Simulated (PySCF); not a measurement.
**CH5O4Si (SMILES [O]C(O)(O)O[SiH3]) (doublet): density, localisation and related maps**

Input file:

```
{"job": {"kind": "epr"}, "charge": 0, "multiplicity": 2}
C      0.169554     0.234046     0.952128
O      0.567761    -0.308663    -0.276594
Si    -0.299348    -0.108914    -1.729128
O     -1.072513    -0.167923     1.349258
O      1.062882    -0.145773     1.919493
O      0.167308     1.554615     0.650406
H      0.300949     0.995821    -2.525322
H     -1.733369     0.156700    -1.443428
H     -0.127297    -1.398433    -2.451716
H     -0.952516    -0.900579     1.966072
H      1.949392     0.060477     1.598941
```

Run with:

```sh
OMP_NUM_THREADS=1 python cluster_run.py task.json out
```

Geometry: PBE0-D3(BJ)/def2-SVP.

Computed with PySCF, UKS B3LYP, IGLO-III on C O Si, pcH-1 on H, non-relativistic, mean-field spin-orbit, GIAO.

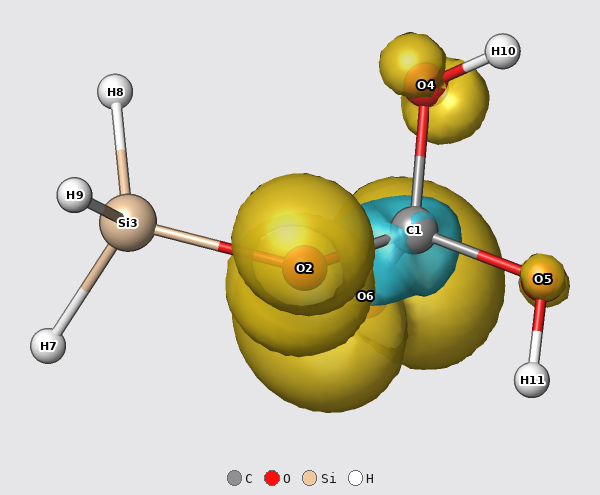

Figure 1. Isosurfaces of the spin density (α minus β) at +0.015 (yellow) and −0.015 e/Å³ (cyan), seen at a tilt.

Where is the unpaired spin?

The unpaired spin (1 electron) lies mostly on O6 (about 0.8) and O2 (about 0.2), in electrons by Hirshfeld's partition.

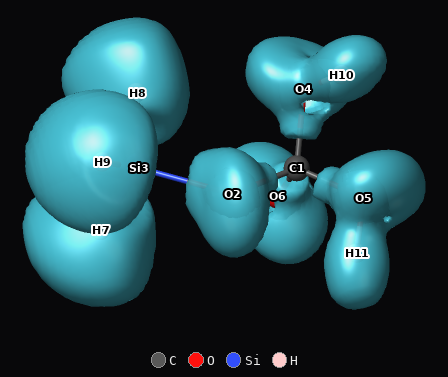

Figure 2. Isosurface of the electron localisation function at 0.75 (cyan), seen across its widest extent. Only the valence region is drawn (cores and ρ < 0.01 e/Å³ removed).

Where are the electrons localised?

The surface consists of three regions around hydrogen nuclei, two regions on O in which the atom's valence shell and bonds are merged and two joined regions spread over several atoms (H, O), in which their bonds and any lone pairs are merged. Along the contacts the grid gives the following. C–O (1.35 Å): the ELF peaks at about 0.90 between the atoms; a shared but strongly polarised pair. Si–O (1.70 Å): the ELF peaks at about 0.90 between the atoms, as expected for a polar covalent bond.

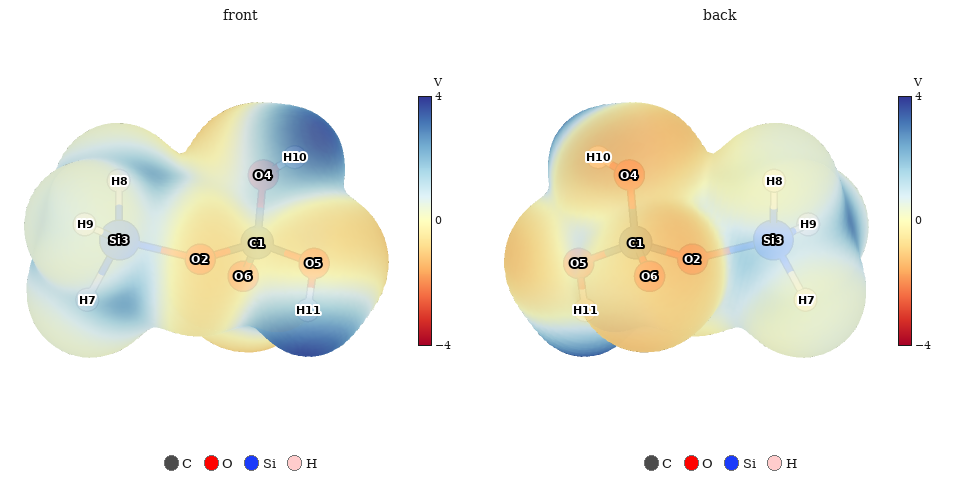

Figure 3. The molecular electrostatic potential painted on the density surface at 0.004 e/bohr³, seen from the front and from behind; the colour scale runs from red (negative) to blue (positive).

Where is the surface potential most negative and most positive?

The most negative region (about −1.3 V) lies over O4, the most positive (about +3.5 V) over H10 and H11. O4 is the likeliest acceptor of a hydrogen bond.

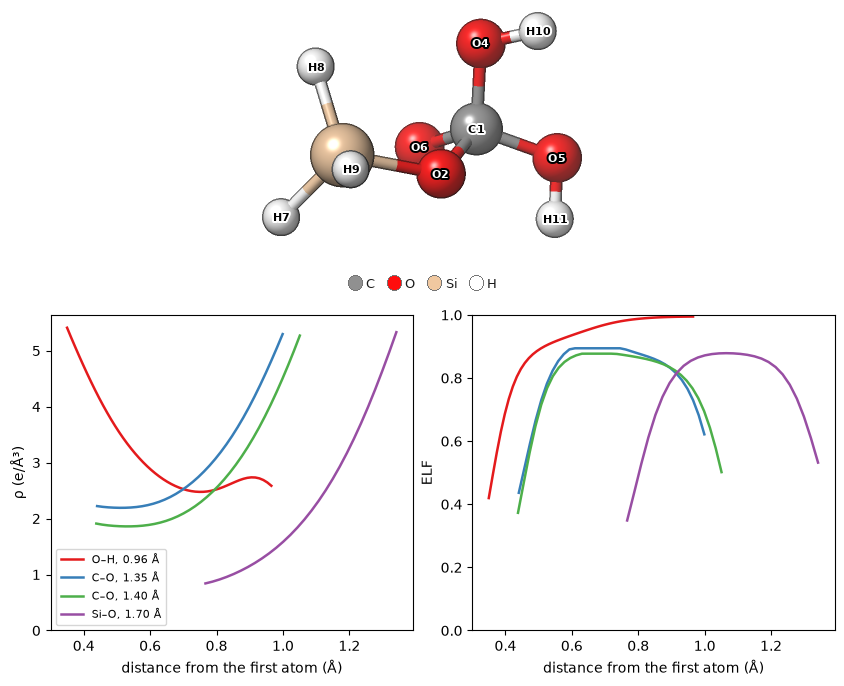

Figure 4. Total electron density and ELF along straight lines between neighbouring atoms. The curves leave out the atomic cores. The structure is drawn too.

What can be read from the curves?

O–H (0.96 Å): ρ is about 3.8 e/Å³ halfway; the ELF climbs to about 1 towards the hydrogen, as it does in any bond to H; a covalent bond by its length.
C–O (1.35 Å): ρ is about 2.4 e/Å³ halfway, with its minimum of 2.2 e/Å³ about 0.5 Å from C; the ELF peaks at about 0.90 between the atoms; a shared but strongly polarised pair.
C–O (1.40 Å): the density is about 2.1 e/Å³ at the midpoint, with its minimum of 1.9 e/Å³ about 0.5 Å from C; the ELF peaks at about 0.90 between the atoms: a shared but strongly polarised pair.
Si–O (1.70 Å): ρ at the midpoint is about 1 e/Å³; the ELF peaks at about 0.90 between the atoms (a polar covalent bond).
